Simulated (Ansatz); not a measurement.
# F4Si: the cost of one run

Computed with Ansatz 0.2.0 (Hartree-Fock, Gaussian basis def2-TZVP, unless a step's input says otherwise).

## Step 1: The structure to begin with

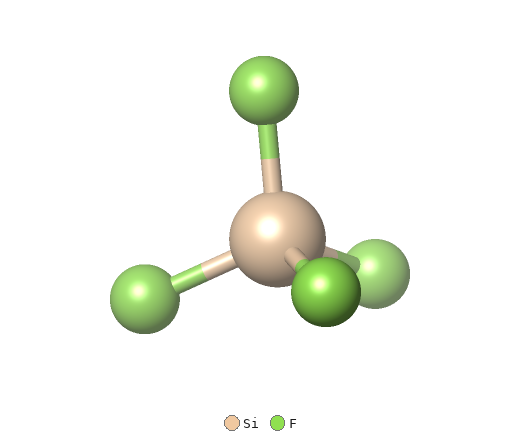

The starting structure, seen from a chosen angle (silicon light orange, fluorine green).

As a file:

```xyz
5

Si    0.0000    0.0000    0.0000
F     0.9064    0.9064    0.9064
F     0.9064   -0.9064   -0.9064
F    -0.9064    0.9064   -0.9064
F    -0.9064   -0.9064    0.9064
```

## Step 2: Relaxing the atoms: F4Si

The input, input.yaml:

```yaml
crystal:
  periodic: [false, false, false]
  atoms:
    - { symbol: Si, position_ang: [0.0, 0.0, 0.0] }
    - { symbol: F, position_ang: [0.90643992, 0.90643992, 0.90643992] }
    - { symbol: F, position_ang: [0.90643992, -0.90643992, -0.90643992] }
    - { symbol: F, position_ang: [-0.90643992, 0.90643992, -0.90643992] }
    - { symbol: F, position_ang: [-0.90643992, -0.90643992, 0.90643992] }
basis:
  gaussian: { orbitals: def2-TZVP }
hamiltonian:
  xc: hf
relax:
  f_tol: 0.004
  max_steps: 200
output:
  orbitals: {}
```

Launch:

```bash
> ansatz run input.yaml --threads 4 --pin off --max-ram 8192MiB --backend cpu --events-out ev --progress --plain --runs-dir out
```

Q: Estimate wall time and peak memory on 4 threads of Arm Neoverse N1, shared host.

About 8.8 s, with a peak of 0.33 GiB.
